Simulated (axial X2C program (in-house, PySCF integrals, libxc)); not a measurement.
**InBr⁺: EOM-EA-CCSD levels**

Aim: EOM-EA-CCSD levels of InBr⁺, with spin–orbit coupling in the Hamiltonian from the start.

Program: an in-house X2C program for linear molecules on PySCF integrals. Level of theory: two-component X2C with atomic mean-field terms, In dyall-acv3z, Br dyall-acv3z. These are calculated values, not measurements.

**1. The job**

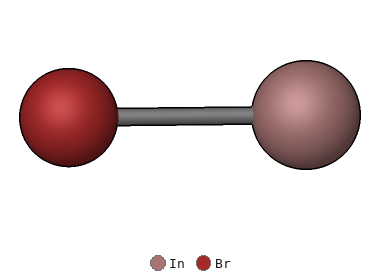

The two atoms at 2.560 Å (indium brown, bromine red).

The input, task.json:

```json
{"zs": [49, 35], "q": 1, "bas": ["dyall-acv3z", "dyall-acv3z"], "r0": 2.56, "eom": "ea", "thr": -2.0, "nmax": 92, "grid": [1, 0.96, 1.045, 0.92, 1.09, 1.15]}
```

Keys: zs atomic numbers; q charge; bas basis sets; r0 starting distance in Å; eom kind of EOM run; thr threshold in hartree for freezing inner shells (an s shell follows its p shell); nmax most natural virtual spinors; grid distances as factors.

Command:

```bash
$ python soeom.py task.json out
```

Nuclei are Gaussian, cores are contracted, and the Gaunt term is on.

**2. EOM-EA-CCSD at 2.469 Å**

Reference: the closed shell InBr²⁺; 18 electrons correlated, 84 virtual spinors; roots sought by Ω: 1/2: 5, 3/2: 4, 5/2: 2, 7/2: 1.

Output:

```text
two-component X2C + atomic mean field  HF
basis functions 263  fitting functions 1381  grid points 5804
iter        total energy     max residual
   1      -8478.642786840     2.20e-01
   2      -8478.676847717     5.29e-03
   3      -8478.677915512     2.97e-03
   4      -8478.678150252     1.29e-03
   5      -8478.678279137     4.98e-04
   6      -8478.678397347     3.88e-04
   7      -8478.678486761     2.79e-04
   8      -8478.678583375     1.02e-04
   9      -8478.678597276     2.50e-05
  10      -8478.678597809     1.06e-05
  11      -8478.678597830     7.18e-06
  12      -8478.678597835     3.33e-06
  13      -8478.678597836     7.52e-07
converged
one-electron -12398.17655693  Coulomb 3805.51581454  exact exchange -249.32230659  xc functional 0.00000000  nuclear repulsion 367.57347782  atomic mean-field constant -4.26902668
correlated 18  virtual 340  natural virtual 84  E(MP2) -0.605672039  MP2 remainder -0.150182793
iter   CCSD correlation   residual
   1     -0.437298042   1.39e-01
   2     -0.446465712   6.72e-02
   3     -0.449911994   3.24e-02
   4     -0.449660911   1.34e-02
   5     -0.449713278   8.79e-03
   6     -0.449788897   7.65e-03
   7     -0.449826019   6.81e-03
   8     -0.449960685   4.60e-03
   9     -0.449999246   2.68e-03
  10     -0.449996189   1.12e-03
  11     -0.450000025   5.67e-04
  12     -0.450000590   2.25e-04
  13     -0.449999537   8.58e-05
  14     -0.450001582   2.77e-05
  15     -0.450001570   8.88e-06
(T) -0.010734511  T1 0.0535  D1 0.1518  max T2 0.109
EOM-EA-CCSD roots
2*Omega      energy/Eh   energy/eV  one-particle weight
    1      -0.58779945    -15.9948      0.956
    1      -0.43101571    -11.7285      0.040
    1      -0.42699951    -11.6192      0.789
    1      -0.37313016    -10.1534      0.353
    1      -0.31136445     -8.4727      0.491
    3      -0.43916252    -11.9502      0.004
    3      -0.41831707    -11.3830      0.928
    3      -0.29663940     -8.0720      0.000
    3      -0.28348516     -7.7140      0.000
    5      -0.28931205     -7.8726      0.000
    5      -0.26978307     -7.3412      0.000
    7      -0.27517642     -7.4879      0.000
```

T1 in the output is the amplitude norm over the root of the electron number; divide by √2 for the Lee–Taylor value.

```
  Ω  binding energy (eV)  above lowest (cm⁻¹)                           spinor  weight
1/2               15.995                    0  35% In sσ, 30% Br pσ, 26% In pσ    0.96
1/2               11.619                35290              81% In pπ, 8% Br dπ    0.79
3/2               11.383                37200              82% In pπ, 9% Br dπ    0.93
```

Run time: 22 s. Hardware: 1 thread of Arm Neoverse V2, shared host; peak memory 1.1 GiB.

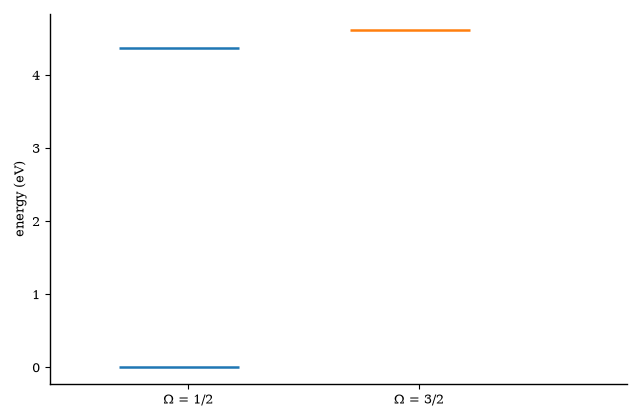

The roots by Ω, from the lowest.

**3. EOM-EA-CCSD at 2.370 Å**

```
  Ω  binding energy (eV)  above lowest (cm⁻¹)                           spinor  weight
1/2               16.014                    0  37% In sσ, 29% In pσ, 26% Br pσ    0.96
1/2               11.643                35250              79% In pπ, 9% Br dπ    0.93
```

Wall time 23 s (1 thread of Arm Neoverse V2, shared host); peak memory 1.1 GiB.

**4. EOM-EA-CCSD at 2.580 Å**

```
  Ω  binding energy (eV)  above lowest (cm⁻¹)                           spinor  weight
1/2               15.940                    0  35% Br pσ, 33% In sσ, 22% In pσ    0.95
1/2               11.559                35340              84% In pπ, 7% Br dπ    0.92
3/2               11.323                37240              85% In pπ, 8% Br dπ    0.93
```

Run time: 29 s. Hardware: 1 thread of Arm Neoverse V2, shared host; peak memory 1.2 GiB.

**5. EOM-EA-CCSD at 2.272 Å**

```
  Ω  binding energy (eV)  above lowest (cm⁻¹)                           spinor  weight
1/2               16.004                    0  38% In sσ, 31% In pσ, 23% Br pσ    0.96
1/2               11.614                35410             76% In pπ, 11% Br dπ    0.95
3/2               11.374                37340             76% In pπ, 11% Br dπ    0.93
```

Run time: 26 s. Hardware: 1 thread of Arm Neoverse V2, shared host; peak memory 1.2 GiB.

**6. EOM-EA-CCSD at 2.691 Å**

```
  Ω  binding energy (eV)  above lowest (cm⁻¹)                           spinor  weight
1/2               15.876                    0  38% Br pσ, 29% In sσ, 18% In pσ    0.94
1/2               11.425                35900              86% In pπ, 7% Br dπ    0.89
3/2               11.194                37760              87% In pπ, 7% Br dπ    0.92
```

It took 28 s on 1 thread of Arm Neoverse V2, shared host; peak memory 1.2 GiB.

**7. EOM-EA-CCSD at 2.839 Å**

```
  Ω  binding energy (eV)  above lowest (cm⁻¹)                           spinor  weight
1/2               15.816                    0  41% Br pσ, 24% In sσ, 17% Br pπ    0.93
1/2               11.183                37370                        87% In pπ    0.88
3/2               10.955                39200              90% In pπ, 6% Br dπ    0.90
1/2               10.454                43240    71% In pσ, 7% Br pσ, 6% In dσ    0.61
```

Run time: 30 s. Hardware: 1 thread of Arm Neoverse V2, shared host; peak memory 1.2 GiB.

**8. Results**

```
                     quantity                             value
       lowest root at 2.469 Å                Ω = 1/2, 15.995 eV
next root led by one particle  Ω = 1/2, about 35290 cm⁻¹ higher
          T1 of the reference                             0.038
```

In words: The added electron is bound by 15.99 eV in a spinor of 35% In sσ, 30% Br pσ, 26% In pσ. Errors of 0.1 to 0.3 eV are usual at this size, and roots led by higher excitations are left out, so the list is incomplete, and low states of that kind can be missing. T1 or the largest double amplitude of the reference is raised, which lowers the reliability.
